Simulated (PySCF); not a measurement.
# [OsO2F3]+: other functionals and bases at one geometry

How far do other levels of theory move the description of [OsO2F3]+, and what does each cost? The structure is generated, not taken from experiment.

Program: PySCF 2.14.0. Level of theory: several levels, as the steps say, no spin–orbit coupling. These are calculated values, not measurements.

3 further runs of the same task are left out: 2 for a known fault of the program, 1 set aside as unsound or not needed.

## (1) Starting geometry

6 atoms, charge 1, spin multiplicity 1.

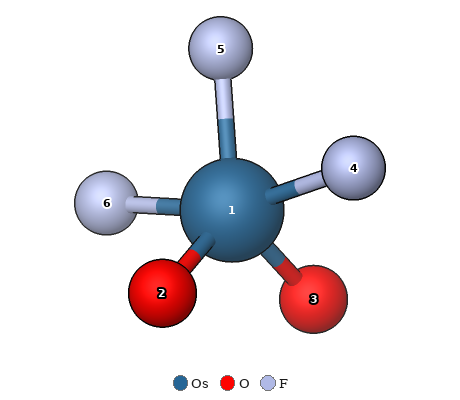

The geometry (osmium blue, oxygen red, fluorine light blue); atoms are numbered from 1 in the order of the file.

As a file:

```xyz
6
charge 1, multiplicity 1
Os    0.0580    0.0000    0.0458
O     0.2044    0.0000    1.7114
O     1.5939    0.0000   -0.6145
F    -0.1851    1.8062   -0.0925
F    -1.5220    0.0000   -0.8951
F    -0.1851   -1.8062   -0.0925
```

Formal oxidation states: Os +8. An earlier session relaxed this geometry at r2SCAN, Os def2-SVP with ECP60, O def2-SVP, F def2-SVP (singlet, point group C2v).

At r2SCAN on the finer grid: E = -539.805842 Eh, HOMO -17.28 eV, LUMO -14.10 eV, Mulliken charge on Os1 +1.70 e, largest force component 0.078 eV/Å. 

Levels to run: PBE; CAM-B3LYP; TPSS; revPBE; r2SCAN, TZVP; r2SCAN, x2c-SVP. Hardware: 2 threads of Arm Neoverse V2, shared host.

## (2) PBE

run.py (the lines that set the calculation)

```python
mol = gto.M(atom='''
Os     0.05795     0.00000     0.04581
O      0.20441     0.00000     1.71145
O      1.59387     0.00000    -0.61454
F     -0.18509     1.80618    -0.09246
F     -1.52205     0.00000    -0.89509
F     -0.18509    -1.80618    -0.09246''',
    basis={'Os': 'def2-SVP', 'O': 'def2-SVP', 'F': 'def2-SVP'},
    ecp={'Os': 'def2-SVP'},
    charge=1, spin=0)
mf = dft.RKS(mol, xc='PBE')
mf.grids.atom_grid = (75, 302)
mf = mf.density_fit()  # fitting sets: Os def2-universal-JKFIT, O def2-universal-JKFIT, F def2-universal-JKFIT
mf.conv_tol = 1e-08; mf.max_cycle = 55
mf.kernel(dm0)  # dm0: the density of the relaxed state
```

The run is started by

```
OMP_NUM_THREADS=2 python run.py
```

Log:

```text
init E= -539.611421246056
  HOMO = -0.607842724609325  LUMO = -0.511821627424137  gap/eV = 2.61287
cycle= 1 E= -539.604399873558  delta_E= 0.00702  |g|= 0.221  |ddm|= 0.315
  HOMO = -0.602434623677599  LUMO = -0.478390324642869  gap/eV = 3.37542
cycle= 2 E= -539.492979441923  delta_E= 0.111  |g|= 0.796  |ddm|= 0.668
  HOMO = -0.613807114735781  LUMO = -0.504313120836345  gap/eV = 2.97948
cycle= 3 E= -539.611226611977  delta_E= -0.118  |g|= 0.112  |ddm|= 0.51
  HOMO = -0.61166604627583  LUMO = -0.504134870052059  gap/eV = 2.92607
cycle= 4 E= -539.613700488692  delta_E= -0.00247  |g|= 0.0232  |ddm|= 0.0893
  HOMO = -0.613033250288635  LUMO = -0.505936898425949  gap/eV = 2.91424
cycle= 5 E= -539.613782738409  delta_E= -8.22e-05  |g|= 0.00732  |ddm|= 0.0142
  HOMO = -0.612675483298638  LUMO = -0.505443294155809  gap/eV = 2.91794
cycle= 6 E= -539.613787691764  delta_E= -4.95e-06  |g|= 0.00588  |ddm|= 0.00692
  HOMO = -0.61272594058817  LUMO = -0.505377605293917  gap/eV = 2.92110
cycle= 7 E= -539.613793360385  delta_E= -5.67e-06  |g|= 0.00248  |ddm|= 0.00441
  HOMO = -0.612758788358404  LUMO = -0.505373990303264  gap/eV = 2.92209
cycle= 8 E= -539.613794163696  delta_E= -8.03e-07  |g|= 0.0015  |ddm|= 0.00163
  HOMO = -0.612792078908079  LUMO = -0.505377287793723  gap/eV = 2.92291
cycle= 9 E= -539.613794655595  delta_E= -4.92e-07  |g|= 0.000128  |ddm|= 0.00115
  HOMO = -0.612794992468801  LUMO = -0.505373615291252  gap/eV = 2.92308
cycle= 10 E= -539.613794658943  delta_E= -3.35e-09  |g|= 2.87e-05  |ddm|= 0.00011
  HOMO = -0.612791714896245  LUMO = -0.505370930536754  gap/eV = 2.92307
Extra cycle  E= -539.613794652671  delta_E= 6.27e-09  |g|= 0.000184  |ddm|= 0.000133
converged SCF energy = -539.613794652671
```

Wall time 5.1 s (2 threads of Arm Neoverse V2, shared host).

Read off: E = -539.613795 Eh, HOMO -16.67 eV, LUMO -13.75 eV, Mulliken charge on Os1 +1.51 e, largest force component 0.878 eV/Å. 

## (3) CAM-B3LYP

Edit run.py (the lines that set the calculation) of step 2 so:

```diff
@@ -10,3 +10,3 @@
     charge=1, spin=0)
-mf = dft.RKS(mol, xc='PBE')
+mf = dft.RKS(mol, xc='CAMB3LYP')
 mf.grids.atom_grid = (75, 302)
```

The run is started by

```
OMP_NUM_THREADS=2 python run.py
```

Log:

```text
init E= -539.704334483329
  HOMO = -0.734571182945136  LUMO = -0.438281532856292  gap/eV = 8.06245
cycle= 1 E= -539.70364517065  delta_E= 0.000689  |g|= 0.211  |ddm|= 0.247
  HOMO = -0.734256368759388  LUMO = -0.4796742312941  gap/eV = 6.92753
cycle= 2 E= -539.660991857797  delta_E= 0.0427  |g|= 0.544  |ddm|= 0.478
  HOMO = -0.737974880353668  LUMO = -0.457039607452048  gap/eV = 7.64464
cycle= 3 E= -539.710080718034  delta_E= -0.0491  |g|= 0.0825  |ddm|= 0.345
  HOMO = -0.741130552851388  LUMO = -0.455449213672608  gap/eV = 7.77379
cycle= 4 E= -539.711343398615  delta_E= -0.00126  |g|= 0.0125  |ddm|= 0.0571
  HOMO = -0.739657500364107  LUMO = -0.454171529984074  gap/eV = 7.76847
cycle= 5 E= -539.711377146278  delta_E= -3.37e-05  |g|= 0.00406  |ddm|= 0.0107
  HOMO = -0.739747874099179  LUMO = -0.454467434313849  gap/eV = 7.76288
cycle= 6 E= -539.711383658607  delta_E= -6.51e-06  |g|= 0.00286  |ddm|= 0.00706
  HOMO = -0.739789388443921  LUMO = -0.454586924877878  gap/eV = 7.76075
cycle= 7 E= -539.711385766643  delta_E= -2.11e-06  |g|= 0.00112  |ddm|= 0.00301
  HOMO = -0.73972698746739  LUMO = -0.454535028356078  gap/eV = 7.76047
cycle= 8 E= -539.711386092972  delta_E= -3.26e-07  |g|= 0.00121  |ddm|= 0.00227
  HOMO = -0.739710235099102  LUMO = -0.454516833403736  gap/eV = 7.76051
cycle= 9 E= -539.711386400599  delta_E= -3.08e-07  |g|= 0.000165  |ddm|= 0.000968
  HOMO = -0.739709212418306  LUMO = -0.454506742390483  gap/eV = 7.76075
cycle= 10 E= -539.711386410817  delta_E= -1.02e-08  |g|= 3.28e-05  |ddm|= 0.00028
  HOMO = -0.739709776140615  LUMO = -0.454505622295544  gap/eV = 7.76080
cycle= 11 E= -539.711386411463  delta_E= -6.45e-10  |g|= 1.26e-05  |ddm|= 7.52e-05
  HOMO = -0.739710189139664  LUMO = -0.454506370714267  gap/eV = 7.76079
Extra cycle  E= -539.711386411459  delta_E= 3.18e-12  |g|= 2.11e-05  |ddm|= 2.61e-05
converged SCF energy = -539.711386411459
```

It took 6.1 s on 2 threads of Arm Neoverse V2, shared host.

Read off: E = -539.711386 Eh, HOMO -20.13 eV, LUMO -12.37 eV, Mulliken charge on Os1 +1.68 e, largest force component 1.420 eV/Å. 

## (4) TPSS

Edit run.py (the lines that set the calculation) of step 3 so:

```diff
@@ -10,3 +10,3 @@
     charge=1, spin=0)
-mf = dft.RKS(mol, xc='CAMB3LYP')
+mf = dft.RKS(mol, xc='TPSS')
 mf.grids.atom_grid = (75, 302)
```

The run is started by

```
OMP_NUM_THREADS=2 python run.py
```

Log:

```text
init E= -540.015401192239
  HOMO = -0.617326479510051  LUMO = -0.510825403860127  gap/eV = 2.89804
cycle= 1 E= -540.014836545341  delta_E= 0.000565  |g|= 0.0898  |ddm|= 0.182
  HOMO = -0.607003358582297  LUMO = -0.500652178464221  gap/eV = 2.89396
cycle= 2 E= -539.976941494629  delta_E= 0.0379  |g|= 0.435  |ddm|= 0.386
  HOMO = -0.618041096192401  LUMO = -0.503360499419254  gap/eV = 3.12062
cycle= 3 E= -540.014404966889  delta_E= -0.0375  |g|= 0.11  |ddm|= 0.331
  HOMO = -0.617902736469962  LUMO = -0.506636276678921  gap/eV = 3.02771
cycle= 4 E= -540.016578683185  delta_E= -0.00217  |g|= 0.0103  |ddm|= 0.0679
  HOMO = -0.618657459818731  LUMO = -0.507652854633579  gap/eV = 3.02059
cycle= 5 E= -540.01659886933  delta_E= -2.02e-05  |g|= 0.00205  |ddm|= 0.00822
  HOMO = -0.618641286405963  LUMO = -0.507563342153007  gap/eV = 3.02258
cycle= 6 E= -540.016594828458  delta_E= 4.04e-06  |g|= 0.00492  |ddm|= 0.00459
  HOMO = -0.618595636273652  LUMO = -0.507524388519615  gap/eV = 3.02240
cycle= 7 E= -540.01659938125  delta_E= -4.55e-06  |g|= 0.00129  |ddm|= 0.00353
  HOMO = -0.618580803809422  LUMO = -0.507524527203014  gap/eV = 3.02200
cycle= 8 E= -540.016599710762  delta_E= -3.3e-07  |g|= 0.000257  |ddm|= 0.00101
  HOMO = -0.61859144499804  LUMO = -0.507526314078582  gap/eV = 3.02224
cycle= 9 E= -540.016599724263  delta_E= -1.35e-08  |g|= 5.03e-05  |ddm|= 0.000166
  HOMO = -0.61859217121998  LUMO = -0.507524512457861  gap/eV = 3.02230
cycle= 10 E= -540.016599724827  delta_E= -5.64e-10  |g|= 4.48e-06  |ddm|= 4.24e-05
  HOMO = -0.618591913876261  LUMO = -0.507524074448176  gap/eV = 3.02231
Extra cycle  E= -540.016599724732  delta_E= 9.55e-11  |g|= 2.27e-05  |ddm|= 1.61e-05
converged SCF energy = -540.016599724732
```

It took 7.4 s on 2 threads of Arm Neoverse V2, shared host.

It gives: E = -540.016600 Eh, HOMO -16.83 eV, LUMO -13.81 eV, Mulliken charge on Os1 +1.62 e, largest force component 0.836 eV/Å. 

## (5) revPBE

Edit run.py (the lines that set the calculation) of step 4 so:

```diff
@@ -10,3 +10,3 @@
     charge=1, spin=0)
-mf = dft.RKS(mol, xc='TPSS')
+mf = dft.RKS(mol, xc='PBE_R,PBE')
 mf.grids.atom_grid = (75, 302)
```

The run is started by

```
OMP_NUM_THREADS=2 python run.py
```

Log:

```text
init E= -539.921624164554
  HOMO = -0.606090960252742  LUMO = -0.510645717114905  gap/eV = 2.59720
cycle= 1 E= -539.912995254702  delta_E= 0.00863  |g|= 0.235  |ddm|= 0.311
  HOMO = -0.602645375103853  LUMO = -0.471413966196713  gap/eV = 3.57099
cycle= 2 E= -539.777789304053  delta_E= 0.135  |g|= 0.881  |ddm|= 0.71
  HOMO = -0.60806240280033  LUMO = -0.500519133628634  gap/eV = 2.92640
cycle= 3 E= -539.916348072765  delta_E= -0.139  |g|= 0.188  |ddm|= 0.558
  HOMO = -0.608313728749895  LUMO = -0.500700260874355  gap/eV = 2.92831
cycle= 4 E= -539.923484320516  delta_E= -0.00714  |g|= 0.0167  |ddm|= 0.135
  HOMO = -0.610025783244952  LUMO = -0.502969978568621  gap/eV = 2.91314
cycle= 5 E= -539.923523523311  delta_E= -3.92e-05  |g|= 0.00624  |ddm|= 0.0142
  HOMO = -0.60972237994866  LUMO = -0.50244338449448  gap/eV = 2.91921
cycle= 6 E= -539.923521077085  delta_E= 2.45e-06  |g|= 0.00732  |ddm|= 0.00664
  HOMO = -0.609715431336588  LUMO = -0.502403248468325  gap/eV = 2.92011
cycle= 7 E= -539.923531224191  delta_E= -1.01e-05  |g|= 0.0018  |ddm|= 0.00482
  HOMO = -0.609770854753702  LUMO = -0.502396644796371  gap/eV = 2.92180
cycle= 8 E= -539.923531930546  delta_E= -7.06e-07  |g|= 0.000214  |ddm|= 0.00127
  HOMO = -0.609777251491989  LUMO = -0.502392602121868  gap/eV = 2.92209
cycle= 9 E= -539.923531940233  delta_E= -9.69e-09  |g|= 4.18e-05  |ddm|= 0.000181
  HOMO = -0.609777414430765  LUMO = -0.502388134198892  gap/eV = 2.92221
Extra cycle  E= -539.923531931579  delta_E= 8.65e-09  |g|= 0.000217  |ddm|= 0.000178
converged SCF energy = -539.923531931579
```

Run time: 4.7 s. Hardware: 2 threads of Arm Neoverse V2, shared host.

Result: E = -539.923532 Eh, HOMO -16.59 eV, LUMO -13.67 eV, Mulliken charge on Os1 +1.54 e, largest force component 1.086 eV/Å. 

## (6) r2SCAN, TZVP

Basis: Os def2-TZVP with ECP60, O def2-TZVP, F def2-TZVP. 

run.py (the lines that set the calculation)

```python
mol = gto.M(atom='''
Os     0.05795     0.00000     0.04581
O      0.20441     0.00000     1.71145
O      1.59387     0.00000    -0.61454
F     -0.18509     1.80618    -0.09246
F     -1.52205     0.00000    -0.89509
F     -0.18509    -1.80618    -0.09246''',
    basis={'Os': 'def2-TZVP', 'O': 'def2-TZVP', 'F': 'def2-TZVP'},
    ecp={'Os': 'def2-TZVP'},
    charge=1, spin=0)
mf = dft.RKS(mol, xc='R2SCAN')
mf.grids.atom_grid = (75, 302)
mf = mf.density_fit()  # fitting sets: Os def2-universal-JKFIT, O def2-universal-JKFIT, F def2-universal-JKFIT
mf.conv_tol = 1e-08; mf.max_cycle = 55
mf.kernel(dm0)  # dm0: free metal ions and neutral atoms
```

The run is started by

```
OMP_NUM_THREADS=2 python run.py
```

Log:

```text
init E= -545.451221973297
  HOMO = -0.623274047944344  LUMO = -0.472722847933209  gap/eV = 4.09671
cycle= 1 E= -540.206549794325  delta_E= 5.24  |g|= 1.09  |ddm|= 2.89
  HOMO = -0.545411357355454  LUMO = -0.525779763915905  gap/eV = 0.53420
cycle= 2 E= -534.902886314121  delta_E=  5.3  |g|= 5.05  |ddm|= 3.02
  HOMO = -0.607250289580463  LUMO = -0.529100073794077  gap/eV = 2.12658
cycle= 3 E= -540.257910464969  delta_E= -5.36  |g|= 0.835  |ddm|= 2.79
  HOMO = -0.617422713162063  LUMO = -0.492422449276872  gap/eV = 3.40143
cycle= 4 E= -540.341466147925  delta_E= -0.0836  |g|= 0.574  |ddm|= 0.726
  HOMO = -0.619271967368001  LUMO = -0.502002898609425  gap/eV = 3.19105
cycle= 5 E= -540.396837221765  delta_E= -0.0554  |g|= 0.154  |ddm|= 0.343
  HOMO = -0.628827497349066  LUMO = -0.509227965501308  gap/eV = 3.25447
cycle= 6 E= -540.399099661025  delta_E= -0.00226  |g|= 0.0814  |ddm|= 0.0937
  HOMO = -0.628802071200761  LUMO = -0.509026671297819  gap/eV = 3.25925
cycle= 7 E= -540.400103000007  delta_E= -0.001  |g|= 0.0322  |ddm|= 0.0626
  HOMO = -0.62769566180081  LUMO = -0.507688313933121  gap/eV = 3.26557
cycle= 8 E= -540.400060665274  delta_E= 4.23e-05  |g|= 0.0354  |ddm|= 0.0286
  HOMO = -0.627602834498694  LUMO = -0.507511010328878  gap/eV = 3.26786
cycle= 9 E= -540.400302141954  delta_E= -0.000241  |g|= 0.00512  |ddm|= 0.0187
  HOMO = -0.627850510403358  LUMO = -0.507617690812457  gap/eV = 3.27170
cycle= 10 E= -540.400307019961  delta_E= -4.88e-06  |g|= 0.0011  |ddm|= 0.00235
  HOMO = -0.627877415404316  LUMO = -0.507604157856055  gap/eV = 3.27280
cycle= 11 E= -540.400307270745  delta_E= -2.51e-07  |g|= 0.00013  |ddm|= 0.000587
  HOMO = -0.627874702383558  LUMO = -0.507599463242544  gap/eV = 3.27286
cycle= 12 E= -540.400307273216  delta_E= -2.47e-09  |g|= 4.3e-05  |ddm|= 6.54e-05
  HOMO = -0.627875643321578  LUMO = -0.507602346361274  gap/eV = 3.27280
Extra cycle  E= -540.400307267861  delta_E= 5.35e-09  |g|= 0.000176  |ddm|= 0.000108
converged SCF energy = -540.400307267861
```

Run time: 22 s. Hardware: 2 threads of Arm Neoverse V2, shared host.

It gives: E = -540.400307 Eh, HOMO -17.09 eV, LUMO -13.81 eV, Mulliken charge on Os1 +1.74 e, largest force component 0.372 eV/Å. 

## (7) r2SCAN, x2c-SVP

Basis: Os x2c-SVPall, O x2c-SVPall, F x2c-SVPall. All electrons are treated, with the spin-free X2C Hamiltonian.

run.py (the lines that set the calculation)

```python
mol = gto.M(atom='''
Os     0.05795     0.00000     0.04581
O      0.20441     0.00000     1.71145
O      1.59387     0.00000    -0.61454
F     -0.18509     1.80618    -0.09246
F     -1.52205     0.00000    -0.89509
F     -0.18509    -1.80618    -0.09246''',
    basis={'Os': 'x2c-SVPall', 'O': 'x2c-SVPall', 'F': 'x2c-SVPall'},
    nucmod='G',
    charge=1, spin=0)
mf = dft.RKS(mol, xc='R2SCAN')
mf.grids.atom_grid = (99, 590)
mf = mf.density_fit()  # fitting sets: Os AutoAux, O AutoAux, F AutoAux
mf = mf.sfx2c1e()
mf.conv_tol = 1e-08; mf.max_cycle = 55
mf.kernel(dm0)  # dm0: free metal ions and neutral atoms
```

The run is started by

```
OMP_NUM_THREADS=2 python run.py
```

Log:

```text
init E= -17710.2780308296
  HOMO = -0.61147374385295  LUMO = -0.467609010946979  gap/eV = 3.91476
cycle= 1 E= -17704.0568176281  delta_E= 6.22  |g|= 1.05  |ddm|=  3.5
  HOMO = -0.570818128711992  LUMO = -0.553982985010855  gap/eV = 0.45811
cycle= 2 E= -17698.4070887698  delta_E= 5.65  |g|= 5.25  |ddm|= 3.65
  HOMO = -0.619977901287654  LUMO = -0.561442751707681  gap/eV = 1.59282
cycle= 3 E= -17704.0192296095  delta_E= -5.61  |g|= 1.09  |ddm|= 3.46
  HOMO = -0.65081005133205  LUMO = -0.533916688012218  gap/eV = 3.18083
cycle= 4 E= -17704.2370441872  delta_E= -0.218  |g|= 0.337  |ddm|= 0.952
  HOMO = -0.631336247234938  LUMO = -0.524169251816943  gap/eV = 2.91616
cycle= 5 E= -17704.2544618232  delta_E= -0.0174  |g|= 0.154  |ddm|= 0.262
  HOMO = -0.639695904927801  LUMO = -0.53023418237371  gap/eV = 2.97861
cycle= 6 E= -17704.2583722732  delta_E= -0.00391  |g|= 0.0211  |ddm|= 0.0865
  HOMO = -0.639272990359657  LUMO = -0.529744214296264  gap/eV = 2.98043
cycle= 7 E= -17704.2577271334  delta_E= 0.000645  |g|= 0.0599  |ddm|= 0.049
  HOMO = -0.639127812240374  LUMO = -0.529298758897313  gap/eV = 2.98860
cycle= 8 E= -17704.2584482939  delta_E= -0.000721  |g|= 0.00641  |ddm|= 0.0385
  HOMO = -0.639227796696078  LUMO = -0.529262406377907  gap/eV = 2.99231
cycle= 9 E= -17704.258452268  delta_E= -3.97e-06  |g|= 0.0046  |ddm|= 0.00685
  HOMO = -0.639292964469318  LUMO = -0.529210390257552  gap/eV = 2.99550
cycle= 10 E= -17704.2584562993  delta_E= -4.03e-06  |g|= 0.00079  |ddm|= 0.00347
  HOMO = -0.639299502598947  LUMO = -0.529203199085573  gap/eV = 2.99587
cycle= 11 E= -17704.2584563853  delta_E= -8.6e-08  |g|= 0.000335  |ddm|= 0.000403
  HOMO = -0.639293535910615  LUMO = -0.529206509569673  gap/eV = 2.99562
cycle= 12 E= -17704.2584564089  delta_E= -2.37e-08  |g|= 1.79e-05  |ddm|= 0.000223
  HOMO = -0.63929337836326  LUMO = -0.529207431235538  gap/eV = 2.99559
cycle= 13 E= -17704.258456409  delta_E= -6.18e-11  |g|= 1.89e-06  |ddm|= 1.45e-05
  HOMO = -0.639293262814017  LUMO = -0.529207067275778  gap/eV = 2.99560
Extra cycle  E= -17704.2584564089  delta_E= 3.27e-11  |g|= 9.59e-06  |ddm|= 6.38e-06
converged SCF energy = -17704.2584564089
```

Wall time 37 s (2 threads of Arm Neoverse V2, shared host).

It gives: E = -17704.258456 Eh, HOMO -17.40 eV, LUMO -14.40 eV, Mulliken charge on Os1 +1.48 e, largest force component 0.803 eV/Å. 

## (8) All levels side by side

| level | state | HOMO (eV) | gap (eV) | charge on Os1 (e) | dipole (D) | largest force (eV/Å) | basis functions | time |
| --- | --- | --- | --- | --- | --- | --- | --- | --- |
| r2SCAN (relaxed here) | singlet | -17.28 | 3.18 | 1.70 | 0.93 | 0.08 | 102 | 24 s |
| PBE | singlet | -16.67 | 2.92 | 1.51 | 0.81 | 0.88 | 102 | 5.1 s |
| CAM-B3LYP | singlet | -20.13 | 7.76 | 1.68 | 1.19 | 1.42 | 102 | 6.1 s |
| TPSS | singlet | -16.83 | 3.02 | 1.62 | 0.84 | 0.84 | 102 | 7.4 s |
| revPBE | singlet | -16.59 | 2.92 | 1.54 | 0.81 | 1.09 | 102 | 4.7 s |
| r2SCAN, TZVP | singlet | -17.09 | 3.27 | 1.74 | 0.99 | 0.37 | 195 | 22 s |
| r2SCAN, x2c-SVP | singlet | -17.40 | 3.00 | 1.48 | 1.00 | 0.80 | 136 | 37 s |

Times are on 2 threads of Arm Neoverse V2, shared host; the first row also made further properties. The dipole of a charged species depends on the origin, so these sizes hold for this origin alone.

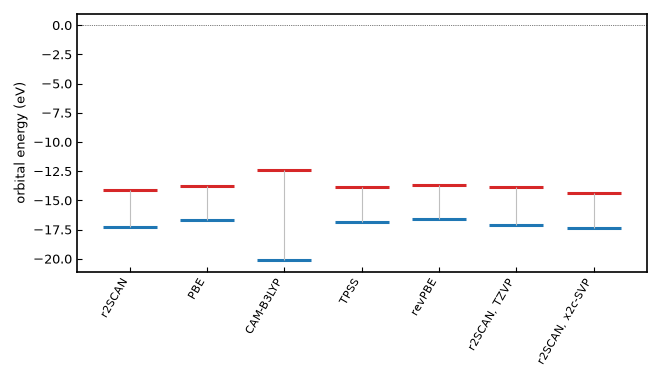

Highest filled and lowest empty level, method by method.

In one basis the HOMO–LUMO gap runs from 2.92 eV (revPBE) to 7.76 eV (CAM-B3LYP). The largest leftover force, 1.42 eV/Å with CAM-B3LYP, stands at a geometry relaxed at another level. The Mulliken charge on Os spans +1.48 to +1.74 e over the levels. Total energies of different levels can't be compared. Spin–orbit coupling is left out throughout.
